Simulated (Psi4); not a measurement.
# One shape, several levels: BH2SO (SMILES O[B]S)

Aim: a comparison of 3 runs (UHF/cc-pVDZ, ROHF/6-31++G**, UPBE0/def2-SVP) of BH2SO. 

Program for the calculation: Psi4 1.11.

4 further runs of the same task are left out: 1 that didn't finish, 3 set aside as unsound or not needed.

### 1 Starting point

BH2SO has 5 atoms, charge 0, and is taken as a doublet. SMILES: `O[B]S`. Geometry: relaxed at PBE0-D4/def2-TZVP. This is a higher conformer, about 7 kJ/mol above the lowest found by a separate search.

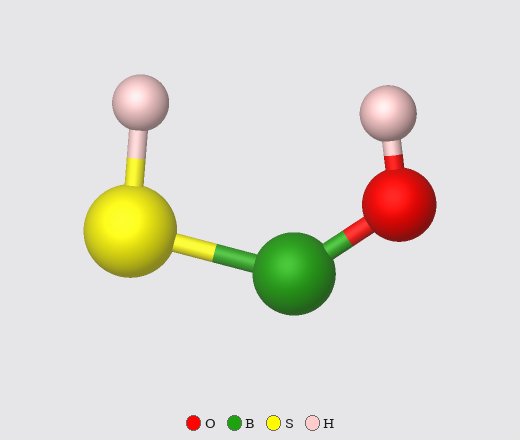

The structure, seen from a chosen angle (oxygen red, boron green, sulfur yellow, hydrogen pink).

### 2 The response to a field at UHF/cc-pVDZ (run 1)

bh2os.xyz

```xyz
5
BH2OS
O     -1.294700    -0.054700    -0.435600
B     -0.454300     0.825600     0.109700
S      1.253800     0.694200     0.611100
H     -0.947100    -0.940000    -0.604700
H      1.492100    -0.598600     0.278200
```

bh2os.py

```python
import psi4

psi4.set_memory(1600000000)
psi4.set_num_threads(1)
psi4.core.set_output_file('psi4.out', False)

with open('bh2os.xyz') as f:
    atoms = ''.join(f.readlines()[2:])
molecule = psi4.geometry('0 2\n' + atoms + '')

options = {'basis': 'cc-pVDZ', 'reference': 'uhf', 'scf_type': 'pk', 'df_scf_guess': False, 'basis_guess': 'STO-3G'}
psi4.set_options(options)

energy_value, wavefunction = psi4.properties('scf', properties=['dipole_polarizabilities'], molecule=molecule, return_wfn=True)
print(f'scf energy: {energy_value:.10f} Eh')
```

On the command line:

```bash
$ python bh2os.py
```

psi4.out:

```text
[...]
  Running in c1 symmetry.
[...]
  Nuclear repulsion =   80.849772422660863
[...]
  Multiplicity = 2
[...]
  Nalpha       = 16
  Nbeta        = 15
[...]
    Number of basis functions: 21
[...]
   @UHF iter   1:  -492.47717186310592   -1.70264e+00   1.31528e-02 DIIS/ADIIS
[...]
   @UHF iter  10:  -498.26829694740928   -9.06380e-09   4.10842e-07 DIIS
[...]
   @S^2 Observed:                7.552577708E-01
[...]
  @UHF Final Energy:  -498.26829694740928
   => Energetics <=
    Nuclear Repulsion Energy =             80.8497724226608625
    One-Electron Energy =                -847.9322461196543372
    Two-Electron Energy =                 268.8141767495841918
    Total Energy =                       -498.2682969474092829
  UHF NO Occupations:
  HONO-2 :   14  A 1.9991678
  HONO-1 :   15  A 1.9986304
[...]
 Multipole Moments:
 ------------------------------------------------------------------------------------
     Multipole            Electronic (a.u.)      Nuclear  (a.u.)        Total (a.u.)
 ------------------------------------------------------------------------------------
 L = 1.  Multiply by 2.5417464519 to convert [e a0] to [Debye]
 Dipole X            :         -0.5383618            0.7379454            0.1995836
 Dipole Y            :          1.6531300           -2.6623430           -1.0092130
 Dipole Z            :          0.3513172           -0.6066986           -0.2553814
 Magnitude           :                                                    1.0599831
[...]
```

On the terminal:

```text
scf energy: -498.2682969474 Eh
```

It took 4.2 s on 1 thread of Intel Xeon Platinum 8375C at 2.90GHz (Ice Lake), shared host; peak memory 0.32 GiB.

### 3 Energy and forces at ROHF/6-31++G(d,p) (density fitting, Cartesian functions) (run 2)

input.inp

```
memory 1.6 GB

molecule molecule1 {
  0 2
  O     -1.294700    -0.054700    -0.435600
  B     -0.454300     0.825600     0.109700
  S      1.253800     0.694200     0.611100
  H     -0.947100    -0.940000    -0.604700
  H      1.492100    -0.598600     0.278200
}

set basis 6-31++G**
set reference rohf
set scf_type df
set diis false
set maxiter 100

gradient('hf')
```

On the command line:

```bash
$ psi4 input.inp input.out -n 1
```

input.out:

```text
[...]
  Running in c1 symmetry.
[...]
  Nuclear repulsion =   80.849772422660863
[...]
  Multiplicity = 2
[...]
  Nalpha       = 16
  Nbeta        = 15
[...]
    Number of basis functions: 73
[...]
   @DF-ROHF iter   1:  -498.13795572191032   -6.47858e-01   4.52522e-03
[...]
   @DF-ROHF iter  98:  -498.24544103748099   -2.27374e-13   9.18607e-09
[...]
  @DF-ROHF Final Energy:  -498.24544103748099
   => Energetics <=
    Nuclear Repulsion Energy =             80.8497724226608625
    One-Electron Energy =                -847.7154900018138051
    Two-Electron Energy =                 268.6202765416719558
    Total Energy =                       -498.2454410374809868
[...]
 Multipole Moments:
 ------------------------------------------------------------------------------------
     Multipole            Electronic (a.u.)      Nuclear  (a.u.)        Total (a.u.)
 ------------------------------------------------------------------------------------
 L = 1.  Multiply by 2.5417464519 to convert [e a0] to [Debye]
 Dipole X            :         -0.4935169            0.7379454            0.2444285
 Dipole Y            :          1.6502987           -2.6623430           -1.0120443
 Dipole Z            :          0.3646776           -0.6066986           -0.2420211
 Magnitude           :                                                    1.0689028
[...]
  -Total Gradient:
     Atom            X                  Y                   Z
    ------   -----------------  -----------------  -----------------
       1       -0.013110758436     0.022696841891     0.002997556114
       2        0.015012383518    -0.008423704394     0.002111604619
       3       -0.011676850048     0.014962436591     0.001017856421
       4        0.009460299956    -0.019000179293    -0.002990867498
       5        0.000314925012    -0.010235394796    -0.003136149658
[...]
```

Wall time 2.9 s (1 thread of Intel Xeon Platinum 8375C at 2.90GHz (Ice Lake), shared host); peak memory 0.19 GiB.

### 4 Energy and gradient at UPBE0/def2-SVP (run 3)

bh2os.py

```python
import psi4

psi4.set_memory(1600000000)
psi4.set_num_threads(1)
psi4.core.set_output_file('psi4.out', False)

geom = psi4.geometry("""
0 2
O     -1.294700    -0.054700    -0.435600
B     -0.454300     0.825600     0.109700
S      1.253800     0.694200     0.611100
H     -0.947100    -0.940000    -0.604700
H      1.492100    -0.598600     0.278200
symmetry c1
""")

psi4.set_options({
    'basis': 'def2-SVP',
    'reference': 'uks',
    'puream': True,
    'e_convergence': 1e-09,
    'd_convergence': 1e-08,
    'scf_type': 'pk',
    'dft_radial_points': 99,
    'dft_spherical_points': 590,
    'maxiter': 200,
})

E = psi4.gradient('pbe0', molecule=geom)
print('gradient / Eh bohr^-1')
print(E.np.round(6))
```

On the command line:

```bash
$ python bh2os.py
```

psi4.out:

```text
[...]
  Running in c1 symmetry.
[...]
  Nuclear repulsion =   80.849772422660863
[...]
  Multiplicity = 2
[...]
  Nalpha       = 16
  Nbeta        = 15
[...]
    Number of basis functions: 56
[...]
   @UKS iter   1:  -498.87020740468932   -2.22460e-01   1.04035e-02 DIIS/ADIIS
[...]
   @UKS iter  13:  -499.01492745125995   -6.25278e-13   3.42573e-09 DIIS
[...]
   @S^2 Observed:                7.532341915E-01
[...]
  @UKS Final Energy:  -499.01492745125995
   => Energetics <=
    Nuclear Repulsion Energy =             80.8497724226608625
    One-Electron Energy =                -847.8368839011920954
    Two-Electron Energy =                 297.3327496947562736
    DFT Exchange-Correlation Energy =     -29.3605656674849840
    Empirical Dispersion Energy =           0.0000000000000000
    VV10 Nonlocal Energy =                  0.0000000000000000
    Total Energy =                       -499.0149274512599504
[...]
  -Total Gradient:
     Atom            X                  Y                   Z
    ------   -----------------  -----------------  -----------------
       1        0.000376091048    -0.002471777363    -0.000664153815
       2        0.002237476604    -0.000151235225     0.000664832754
       3       -0.000733845682    -0.003357520633    -0.001294292027
       4       -0.001056719366     0.002128030000     0.000338459002
       5       -0.000814537224     0.003854445247     0.000958461690
[...]
```

On the terminal:

```text
gradient / Eh bohr^-1
[[ 0.000376 -0.002472 -0.000664]
 [ 0.002237 -0.000151  0.000665]
 [-0.000734 -0.003358 -0.001294]
 [-0.001057  0.002128  0.000338]
 [-0.000815  0.003854  0.000958]]
```

It took 14 s on 1 thread of Intel Xeon Platinum 8375C at 2.90GHz (Ice Lake), shared host; peak memory 0.63 GiB.

### 5 Overview of the runs

| run | level | task | integrals | energy (Eh) | dipole moment (D) | HOMO energy (eV) | LUMO energy (eV) | wall time |
| --- | --- | --- | --- | --- | --- | --- | --- | --- |
| 1 | UHF/cc-pVDZ | polarizability | pk | -498.268297 | 2.69 | -9.24 | 2.56 | 4.2 s |
| 2 | ROHF/6-31++G** (density fitting, Cartesian functions) | gradient | df | -498.245441 | 2.72 | – | – | 2.9 s |
| 3 | UPBE0/def2-SVP | gradient | pk | -499.014927 | 2.90 | -5.83 | -1.33 | 14 s |

### 6 Results

| quantity | value |
| --- | --- |
| run 3: total energy | -499.01493 Eh |
| run 3: dipole moment | 2.90 D |
| run 3: HOMO energy (highest over α and β) | -5.83 eV |
| run 3: LUMO energy (lowest over α and β) | -1.33 eV |
| run 3: ⟨S²⟩ | 0.753 |
| run 3: largest force on an atom | 0.208 eV/Å |

The dipole moment (its size) runs from 2.69 D (UHF/cc-pVDZ) to 2.90 D (UPBE0/def2-SVP). The two ends differ in method and basis. All runs together took 21 s, the longest 14 s.
